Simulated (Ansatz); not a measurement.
# C₄H₁₁B: a ladder of functionals and wavefunction methods, part 2 of 2

Ansatz 0.2.0, Gaussian basis; functionals in def2-TZVPP, the program's frozen cores in correlated methods.

### Step 16. ωB97X-V (range-separated)

Input file in.yaml:

```yaml
crystal:
  periodic: [false, false, false]
  atoms:
    - {symbol: B, position_ang: [-0.366311, 1.900103, 1.160509]}
    - {symbol: C, position_ang: [0.202388, 0.471603, 0.979902]}
    - {symbol: C, position_ang: [0.260715, -0.116740, -0.427075]}
    - {symbol: C, position_ang: [1.082482, -1.396379, -0.469761]}
    - {symbol: C, position_ang: [-1.144903, -0.356793, -0.959088]}
    - {symbol: H, position_ang: [-0.629181, 2.312168, 2.254981]}
    - {symbol: H, position_ang: [-0.491829, 2.645378, 0.227880]}
    - {symbol: H, position_ang: [1.228714, 0.590284, 1.382761]}
    - {symbol: H, position_ang: [-0.256492, -0.238623, 1.681863]}
    - {symbol: H, position_ang: [0.744236, 0.623593, -1.077293]}
    - {symbol: H, position_ang: [1.134341, -1.805208, -1.482412]}
    - {symbol: H, position_ang: [0.637873, -2.161868, 0.174644]}
    - {symbol: H, position_ang: [2.105226, -1.225363, -0.123259]}
    - {symbol: H, position_ang: [-1.675729, -1.081004, -0.332107]}
    - {symbol: H, position_ang: [-1.125312, -0.751442, -1.978079]}
    - {symbol: H, position_ang: [-1.729215, 0.567691, -0.969166]}
basis:
  gaussian: {orbitals: def2-TZVPP}
hamiltonian: {xc: {name: wB97X-V}}
output: {orbitals: {seedname: orbitals}}
```

Launch:

```sh
ansatz run in.yaml --threads 4 --pin off --events-out ev --progress --plain --max-ram 10444MiB
```

The log of the run (excerpt; [...] marks lines left out):

```text
Functional definition: wB97X-V
  name "wB97X-V"
  cite "Mardirossian & Head-Gordon, Phys. Chem. Chem. Phys. 16, 9904 (2014) doi:10.1039/C3CP54374A"
  cite "Becke, J. Chem. Phys. 107, 8554 (1997) doi:10.1063/1.475007"
  cite "Vydrov & Van Voorhis, J. Chem. Phys. 133, 244103 (2010) doi:10.1063/1.3521275"
[...]
      + integral(e_c_pw_opposite_spin*poly(b97_u_opposite, cos0, cos1)) + vv10(b, c)
1538 factors; their error is unknown
433 factors; integrals over basis functions are off by at most 1.2e-5 eV
[...]
mean field -5004.05462306 eV, -183.8956155275 hartree, gradient 3.5e-5 eV, S^2 0.000000; 0 other end points of the search recorded, 0 dependent functions left out
reference -5004.05462063 eV, -183.8956154381 hartree; 20, 20 occupied and 289, 289 virtual orbitals, 1538 factors
Total energy: -5004.05462063 eV, -183.8956154381 hartree
```

It took 10 s on 4 threads of Arm Neoverse V1, shared host; peak memory 0.98 GiB.

With the free atoms at this level, -4940.106 eV in sum, the atomisation energy is 6170.1 kJ/mol. HOMO -11.09 eV, LUMO 0.98 eV.

### Step 17. ωB97M-V (range-separated)

Changes to in.yaml since step 16:

```diff
@@ -21,3 +21,3 @@
   gaussian: {orbitals: def2-TZVPP}
-hamiltonian: {xc: {name: wB97X-V}}
-output: {orbitals: {seedname: orbitals}}
+hamiltonian: {xc: {name: wB97M-V}}
+output: {forces: true, orbitals: {seedname: orbitals}}
```

Launched as before.

The log of the run (excerpt; [...] marks lines left out):

```text
Functional definition: wB97M-V
  name "wB97M-V"
  cite "Mardirossian & Head-Gordon, J. Chem. Phys. 144, 214110 (2016) doi:10.1063/1.4952647"
  cite "Becke, J. Chem. Phys. 107, 8554 (1997) doi:10.1063/1.475007"
  cite "Vydrov & Van Voorhis, J. Chem. Phys. 133, 244103 (2010) doi:10.1063/1.3521275"
  # Of w^i u^j: cxij and so on, Table III.
[...]
  gx(w, u) = 1 - cx + cx01*u + cx10*w
[...]
Atom 12 at     2.105226    -1.225363    -0.123259 Å, force    -0.071406    -0.009095    -0.021968 eV/Å
Atom 13 at    -1.675729    -1.081004    -0.332107 Å, force     0.041000     0.042972    -0.030750 eV/Å
Atom 14 at    -1.125312    -0.751442    -1.978079 Å, force     0.000144     0.026788     0.069757 eV/Å
Atom 15 at    -1.729215     0.567691    -0.969166 Å, force     0.037441    -0.060801     0.001300 eV/Å
Dipole moment:     0.071975    -0.114433    -0.023041 e Å
```

Wall time 16 s (4 threads of Arm Neoverse V1, shared host); peak memory 1.3 GiB.

With the free atoms at this level, -4938.061 eV in sum, the atomisation energy is 6181.0 kJ/mol. HOMO -10.96 eV, LUMO 0.70 eV.

### Step 18. B2PLYP (double hybrid)

Changes to in.yaml since step 17:

```diff
@@ -21,3 +21,2 @@
   gaussian: {orbitals: def2-TZVPP}
-hamiltonian: {xc: {name: wB97M-V}}
-output: {forces: true, orbitals: {seedname: orbitals}}
+hamiltonian: {xc: {name: B2PLYP}}
```

Launched as before.

The log of the run (excerpt; [...] marks lines left out):

```text
Functional definition: B2PLYP
  name "B2PLYP"
  cite "Grimme, J. Chem. Phys. 124, 034108 (2006) doi:10.1063/1.2148954"
  cite "Becke, Phys. Rev. A 38, 3098 (1988) doi:10.1103/PhysRevA.38.3098"
  cite "Lee, Yang & Parr, Phys. Rev. B 37, 785 (1988) doi:10.1103/PhysRevB.37.785"
[...]
1776 factors; integrals over basis functions are off by at most 1.1e-3 eV
[...]
mean field -4993.05578095 eV, -183.4914155352 hartree, gradient 5.0e-6 eV, S^2 0.000000; 0 other end points of the search recorded, 0 dependent functions left out
5 core orbitals not correlated: weight in the atoms' cores, before any rotation towards them, 1.000 or more for the frozen orbitals, at most 0.000 for the correlated occupied ones
reference -4993.05598249 eV, -183.4914229417 hartree; 15, 15 occupied and 289, 289 virtual orbitals, 1776 factors
second order -26.65239301 eV of doubles, -0.00000000 eV of singles
Total energy: -5000.25212860 eV, -183.7558764336 hartree
```

Wall time 7.5 s (4 threads of Arm Neoverse V1, shared host); peak memory 1 GiB.

Atomisation energy: 6111.0 kJ/mol (free atoms -4936.916 eV, run apart).

### Step 19. PBE-QIDH (double hybrid)

Changes to in.yaml since step 18:

```diff
@@ -21,2 +21,2 @@
   gaussian: {orbitals: def2-TZVPP}
-hamiltonian: {xc: {name: B2PLYP}}
+hamiltonian: {xc: {name: PBE-QIDH}}
```

Same command.

The log of the run (excerpt; [...] marks lines left out):

```text
Functional definition: PBE-QIDH
  name "PBE-QIDH"
  cite "Brémond, Sancho-García, Pérez-Jiménez & Adamo, J. Chem. Phys. 141, 031101 (2014) doi:10.1063/1.4890314"
  cite "Perdew, Burke & Ernzerhof, Phys. Rev. Lett. 77, 3865 (1996) doi:10.1103/PhysRevLett.77.3865"
[...]
1776 factors; integrals over basis functions are off by at most 1.1e-3 eV
[...]
mean field -4989.94908777 eV, -183.3772466666 hartree, gradient 4.7e-6 eV, S^2 0.000000; 0 other end points of the search recorded, 0 dependent functions left out
5 core orbitals not correlated: weight in the atoms' cores, before any rotation towards them, 1.000 or more for the frozen orbitals, at most 0.000 for the correlated occupied ones
reference -4989.94910295 eV, -183.3772472244 hartree; 15, 15 occupied and 289, 289 virtual orbitals, 1776 factors
second order -24.83710791 eV of doubles, -0.00000000 eV of singles
Total energy: -4998.22813892 eV, -183.6814961846 hartree
```

Run time: 7.5 s. Hardware: 4 threads of Arm Neoverse V1, shared host; peak memory 1 GiB.

With the free atoms at this level, -4934.381 eV in sum, the atomisation energy is 6160.4 kJ/mol.

### Step 20. Orbital energies across the functionals

Dipoles come from the runs that computed forces. Levels are read from the orbital files that the runs wrote:

| functional | HOMO (eV) | LUMO (eV) | gap (eV) | dipole (D) |
| --- | --- | --- | --- | --- |
| LDA (SPW92) | -7.38 | -2.54 | 4.84 |  |
| PBE-D4 | -7.31 | -2.25 | 5.06 | 0.74 |
| revPBE-D4 | -7.26 | -2.12 | 5.14 |  |
| BLYP-D4 | -7.22 | -2.10 | 5.12 |  |
| r2SCAN-D4 | -7.58 | -1.82 | 5.76 | 0.71 |
| B97M-V | -7.73 | -1.96 | 5.77 |  |
| PBE0-D4 | -8.66 | -1.21 | 7.45 |  |
| B3LYP-D4 | -8.46 | -1.45 | 7.02 | 0.65 |
| r2SCANh-D4 | -8.08 | -1.47 | 6.61 |  |
| r2SCAN0-D4 | -8.83 | -0.96 | 7.87 |  |
| HSE06-D4 | -8.25 | -1.59 | 6.66 |  |
| BHLYP-D4 | -9.96 | -0.17 | 9.80 |  |
| CAM-B3LYP-D4 | -10.09 | -0.12 | 9.97 |  |
| LC-ωPBE | -11.44 | 1.12 | 12.56 |  |
| ωB97X-V | -11.09 | 0.98 | 12.07 |  |
| ωB97M-V | -10.96 | 0.70 | 11.66 | 0.66 |

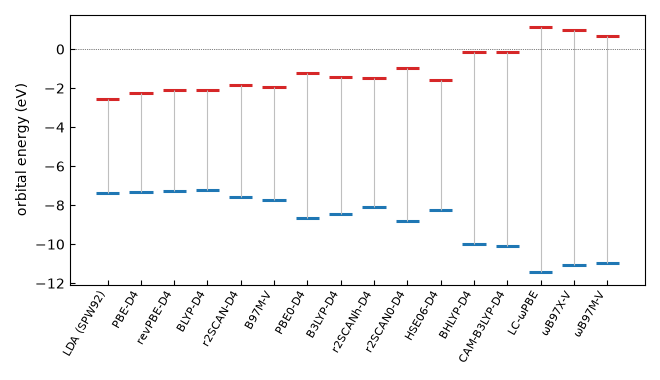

Highest occupied (blue) and lowest empty (red) level by functional.

### Step 21. CCSD(T) in def2-SVP

Changes to in.yaml since step 19:

```diff
@@ -20,3 +20,3 @@
 basis:
-  gaussian: {orbitals: def2-TZVPP}
-hamiltonian: {xc: {name: PBE-QIDH}}
+  gaussian: {orbitals: def2-SVP}
+correlation: {method: ccsd_t}
```

Launched as before.

The log of the run (excerpt; [...] marks lines left out):

```text
Functional definition: HF
  name "HF"
  cite "Fock, Z. Phys. 61, 126 (1930) doi:10.1007/BF01340294"
  parent pbe
[...]
1298 factors; integrals over basis functions are off by at most 1.5e-3 eV
[...]
mean field -4963.74677242 eV, -182.4143293381 hartree, gradient 5.1e-6 eV, S^2 0.000000; 0 other end points of the search recorded, 0 dependent functions left out
5 core orbitals not correlated: weight in the atoms' cores, before any rotation towards them, 1.000 or more for the frozen orbitals, at most 0.000 for the correlated occupied ones
reference -4963.74677242 eV, -182.4143293381 hartree; 15, 15 occupied and 105, 105 virtual orbitals, 1298 factors
second order -18.13583568 eV of doubles, -0.00000000 eV of singles
cycle   1  -19.51125786 eV  change    -1.4e0 eV  update   8.5e-2
[...]
cycle   8  -20.11192115 eV  change    9.6e-6 eV  update   3.4e-5
perturbative correction -0.58043662 eV, -0.0213306523 hartree
Total energy: -4984.43913019 eV, -183.1747594602 hartree
```

Run time: 11 s. Hardware: 4 threads of Arm Neoverse V1, shared host; peak memory 0.82 GiB.

### Step 22. CCSD(T) in def2-TZVPP

Changes to in.yaml since step 21:

```diff
@@ -20,3 +20,4 @@
 basis:
-  gaussian: {orbitals: def2-SVP}
+  gaussian: {orbitals: def2-TZVPP}
 correlation: {method: ccsd_t}
+output: {orbitals: {seedname: orbitals}}
```

The command is unchanged.

The log of the run (excerpt; [...] marks lines left out):

```text
Functional definition: HF
  name "HF"
  cite "Fock, Z. Phys. 61, 126 (1930) doi:10.1007/BF01340294"
  parent pbe
[...]
1776 factors; integrals over basis functions are off by at most 1.1e-3 eV
[...]
mean field -4969.09965460 eV, -182.6110441299 hartree, gradient 2.2e-6 eV, S^2 0.000000; 0 other end points of the search recorded, 0 dependent functions left out
5 core orbitals not correlated: weight in the atoms' cores, before any rotation towards them, 1.000 or more for the frozen orbitals, at most 0.000 for the correlated occupied ones
reference -4969.09965460 eV, -182.6110441299 hartree; 15, 15 occupied and 289, 289 virtual orbitals, 1776 factors
second order -22.09496430 eV of doubles, -0.00000000 eV of singles
cycle   1  -23.14055352 eV  change    -1.0e0 eV  update   9.0e-2
[...]
cycle   9  -23.77670365 eV  change    1.1e-6 eV  update   1.3e-5
perturbative correction -0.89634702 eV, -0.0329401453 hartree
Total energy: -4993.77270527 eV, -183.5177620180 hartree
```

Run time: 16 min. Hardware: 4 threads of Arm Neoverse V1, shared host; peak memory 4.4 GiB.

### Step 23. MP2 in def2-QZVPP

Changes to in.yaml since step 22:

```diff
@@ -20,4 +20,3 @@
 basis:
-  gaussian: {orbitals: def2-TZVPP}
-correlation: {method: ccsd_t}
-output: {orbitals: {seedname: orbitals}}
+  gaussian: {orbitals: "def2-QZVPP.json"}
+correlation: {method: mp2}
```

Same command.

The log of the run (excerpt; [...] marks lines left out):

```text
Functional definition: HF
  name "HF"
  cite "Fock, Z. Phys. 61, 126 (1930) doi:10.1007/BF01340294"
  parent pbe
[...]
3617 factors; integrals over basis functions are off by at most 9.2e-4 eV
[...]
mean field -4969.34140525 eV, -182.6199283023 hartree, gradient 1.5e-6 eV, S^2 0.000000; 0 other end points of the search recorded, 0 dependent functions left out
5 core orbitals not correlated: weight in the atoms' cores, before any rotation towards them, 1.000 or more for the frozen orbitals, at most 0.000 for the correlated occupied ones
reference -4969.34140525 eV, -182.6199283023 hartree; 15, 15 occupied and 595, 595 virtual orbitals, 3617 factors
second order -23.45700367 eV of doubles, -0.00000000 eV of singles
Total energy: -4992.79840892 eV, -183.4819572876 hartree
```

Wall time 40 s (4 threads of Arm Neoverse V1, shared host); peak memory 5.9 GiB.

Energy pieces by basis (eV):

| basis | HF | MP2 correlation | CCSD correlation | (T) | total |
| --- | --- | --- | --- | --- | --- |
| def2-SVP | -4963.7468 | -18.1358 | -20.1119 | -0.5804 | -4984.4391 |
| def2-TZVPP | -4969.0997 | -22.0950 | -23.7767 | -0.8963 | -4993.7727 |
| def2-QZVPP | -4969.3414 | -23.4570 |  |  | -4992.7984 (MP2) |

The report of the def2-TZVPP run gives T1 = 0.0090.

### Step 24. From triple and quadruple zeta to the limit

This step is arithmetic on the last runs, with X = 3 and 4: exp(−7.88√X) for Hartree-Fock, X^−2.97 for correlation; only MP2 was run in the larger set, so CCSD(T) minus MP2 is added from the smaller one.

| level | energy at the limit (eV) |
| --- | --- |
| HF | -4969.3747 |
| MP2 | -4993.8406 |
| CCSD | -4995.5224 |
| CCSD(T) | -4996.4187 |

### Step 25. RPA on PBE orbitals

Changes to in.yaml since step 23:

```diff
@@ -20,3 +20,4 @@
 basis:
-  gaussian: {orbitals: "def2-QZVPP.json"}
-correlation: {method: mp2}
+  gaussian: {orbitals: def2-TZVPP}
+hamiltonian: {xc: pbe}
+correlation: {method: rpa}
```

Launched as before.

The log of the run (excerpt; [...] marks lines left out):

```text
Functional definition: PBE
  name "PBE"
  cite "Perdew, Burke & Ernzerhof, Phys. Rev. Lett. 77, 3865 (1996) doi:10.1103/PhysRevLett.77.3865"
  parent pbe
[...]
1776 factors; integrals over basis functions are off by at most 1.1e-3 eV
[...]
mean field -4997.59508644 eV, -183.6582319350 hartree, gradient 6.7e-6 eV, S^2 0.000000; 0 other end points of the search recorded, 0 dependent functions left out
5 core orbitals not correlated: weight in the atoms' cores, before any rotation towards them, 1.000 or more for the frozen orbitals, at most 0.000 for the correlated occupied ones
reference -4967.86468812 eV, -182.5656599488 hartree; 15, 15 occupied and 289, 289 virtual orbitals, 1776 factors
Total energy: -5006.20496538 eV, -183.9746391502 hartree
```

It took 7.5 s on 4 threads of Arm Neoverse V1, shared host; peak memory 0.99 GiB.

RPA correlation: -38.340 eV. No RPA run of the hydrogen atom was made, so RPA has no atomisation energy below.

### Step 26. All levels against the reference

Atomisation energy = energies of 1 B, 4 C, 11 H (separate runs, same level) minus the molecule's; electronic only, no spin-orbit term.

| method | rung | atoms, summed (eV) | atomisation energy (kJ/mol) | from CCSD(T)/CBS (kJ/mol) | time |
| --- | --- | --- | --- | --- | --- |
| LDA (SPW92) | LDA | -4883.827 | 6927.9 | +776.6 | 1.8 s |
| PBE-D4 | GGA | -4933.145 | 6247.0 | +95.7 | 3.7 s |
| revPBE-D4 | GGA | -4941.059 | 6129.7 | -21.6 | 2.9 s |
| BLYP-D4 | GGA | -4939.160 | 6126.1 | -25.2 | 2.9 s |
| r2SCAN-D4 | meta-GGA | -4937.986 | 6180.0 | +28.7 | 6.5 s |
| B97M-V | meta-GGA | -4941.758 | 6180.2 | +28.9 | 12 s |
| PBE0-D4 | hybrid | -4934.817 | 6199.1 | +47.8 | 3.7 s |
| B3LYP-D4 | hybrid | -4942.282 | 6175.7 | +24.4 | 6.5 s |
| r2SCANh-D4 | hybrid | -4938.049 | 6163.5 | +12.2 | 6.5 s |
| r2SCAN0-D4 | hybrid | -4938.153 | 6140.7 | -10.6 | 6.5 s |
| HSE06-D4 | hybrid | -4934.419 | 6202.2 | +50.9 | 4.1 s |
| BHLYP-D4 | hybrid | -4939.649 | 6067.2 | -84.1 | 3.9 s |
| CAM-B3LYP-D4 | range-separated | -4938.204 | 6200.1 | +48.8 | 4.4 s |
| LC-ωPBE | range-separated | -4938.394 | 6156.4 | +5.1 | 3.4 s |
| ωB97X-V | range-separated | -4940.106 | 6170.1 | +18.8 | 10 s |
| ωB97M-V | range-separated | -4938.061 | 6181.0 | +29.7 | 16 s |
| B2PLYP | double hybrid | -4936.916 | 6111.0 | -40.3 | 7.5 s |
| PBE-QIDH | double hybrid | -4934.381 | 6160.4 | +9.1 | 7.5 s |
| HF/def2-TZVPP | wavefunction | -4919.823 | 4754.5 | -1396.8 |  |
| MP2/def2-TZVPP | wavefunction | -4928.202 | 6077.8 | -73.5 |  |
| CCSD/def2-TZVPP | wavefunction | -4930.989 | 5971.2 | -180.1 |  |
| CCSD(T)/def2-SVP | wavefunction | -4922.866 | 5940.9 | -210.4 | 11 s |
| CCSD(T)/def2-TZVPP | wavefunction | -4931.246 | 6032.9 | -118.4 | 16 min |
| MP2/CBS | wavefunction | -4929.622 | 6196.2 | +44.9 |  |
| CCSD(T)/CBS | wavefunction | -4932.665 | 6151.3 | 0 | 17 min |

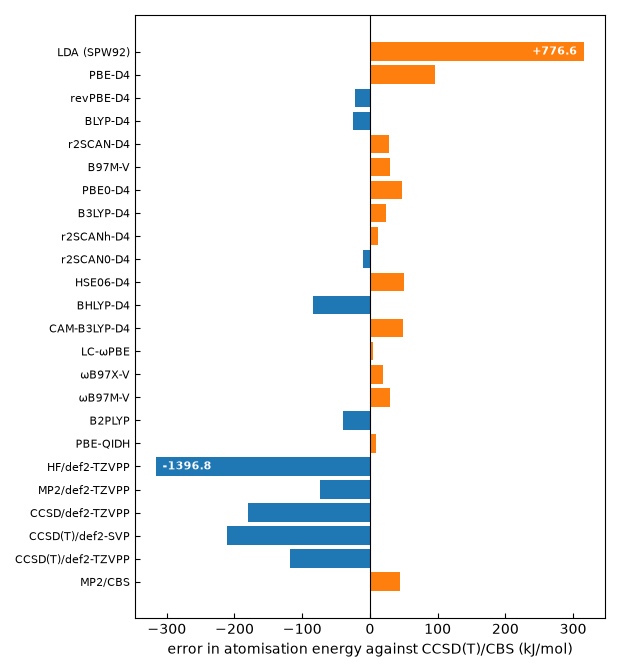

How far each level lands from CCSD(T)/CBS. Bars with a number in them are cut short.

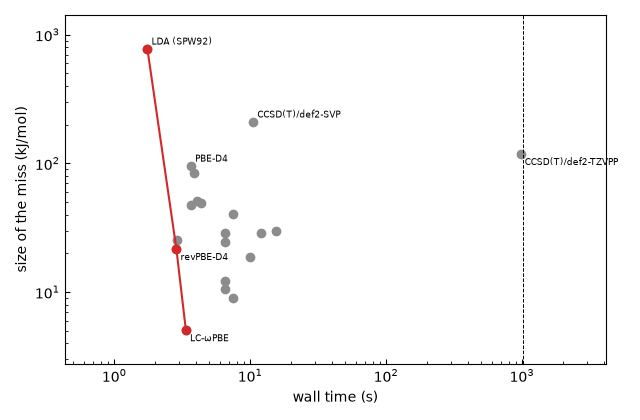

Accuracy for the time spent; red marks the levels that beat every quicker one drawn (of those quicker than the yardstick), and the dashed line is the time of CCSD(T)/CBS. Only those levels and the largest misses are named. Times are from a shared host.

LDA (SPW92), LC-ωPBE, B2PLYP, PBE-QIDH carry no dispersion term (for B3LYP, D4 adds 45.2 kJ/mol).

Times are those of the molecule's run; HF, MP2 and CCSD come out of the CCSD(T) runs, and the limit's time is the sum of the runs that it needs.

### Step 27. Summary of results

What follows sums up all 2 parts.

```
                               quantity                                                                                                         value
        atomisation energy, CCSD(T)/CBS                                                                                                 6151.3 kJ/mol
 functionals within 30.8 kJ/mol (0.5 %)  revPBE-D4, BLYP-D4, r2SCAN-D4, B97M-V, B3LYP-D4, r2SCANh-D4, r2SCAN0-D4, LC-ωPBE, ωB97X-V, ωB97M-V, PBE-QIDH
                    farthest beyond LDA                                                                                         PBE-D4 (+95.7 kJ/mol)
                mean size of error, GGA                                                                                                   47.5 kJ/mol
           mean size of error, meta-GGA                                                                                                   28.8 kJ/mol
             mean size of error, hybrid                                                                                                   38.3 kJ/mol
    mean size of error, range-separated                                                                                                   25.6 kJ/mol
      mean size of error, double hybrid                                                                                                   24.7 kJ/mol
              gap, smallest and largest                                                                     4.84 eV (LDA (SPW92)), 12.56 eV (LC-ωPBE)
                          T1 diagnostic                                                                                                        0.0090
triples share of the correlation energy                                                                                                         3.6 %
```

What this shows: LDA overbinds by 776.6 kJ/mol (13 %). PBE-D4 misses by +95.7 kJ/mol. Double hybrids carry the basis error of their MP2 part in triple zeta, and no dispersion term here, so their miss is partly the set-up's. The rungs double hybrid, range-separated, meta-GGA miss on average by less than the doubt on the reference (30.8 kJ/mol), so they tie. Misses under about 30.8 kJ/mol are within the doubt on the reference itself, which lacks core-valence correlation, relativity and higher excitations. Hartree-Fock recovers 77 % of the binding; the rest is correlation. CCSD(T) in def2-SVP is off by -210.4 kJ/mol, which most functionals beat. Orbital gaps span 4.8 to 12.6 eV; exact exchange widens them.

For cost: LC-ωPBE gets within 5.1 kJ/mol in 3.4 s, where CCSD(T)/CBS took 17 min; the quickest level in the cost chart, LDA (SPW92), takes 1.8 s and misses by 776.6 kJ/mol.
